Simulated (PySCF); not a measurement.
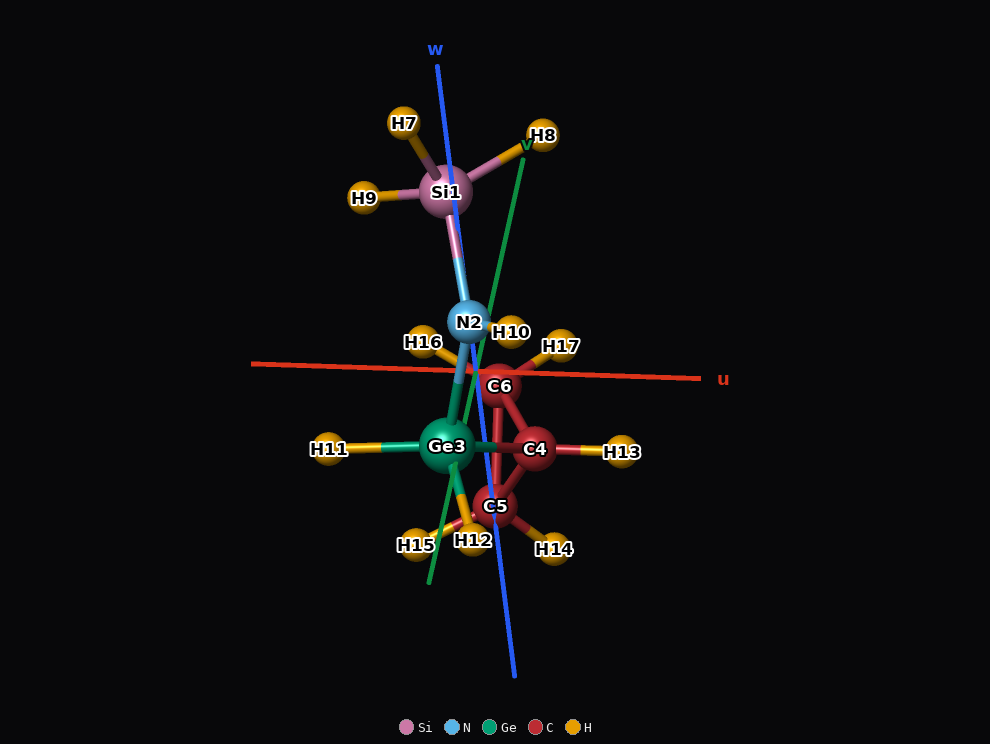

The lines u, v and w are the principal axes of the static dipole polarisability. The geometry was computed by an optimisation with PBE0-D3(BJ)/def2-SVP. No frequency run is at hand to confirm it as a minimum. Level of theory: B3LYP/def2-SVPD (PySCF 2.14.0).

Question. Along which axis is the molecule most polarisable, and along which least?

Answer. Most along w (close to the long direction Si1···C5), least along u.

Question. Give the three principal values.

Answer. u 85.7, v 100.1, w 113.6 bohr³; mean 99.8, anisotropy 24.2 bohr³.
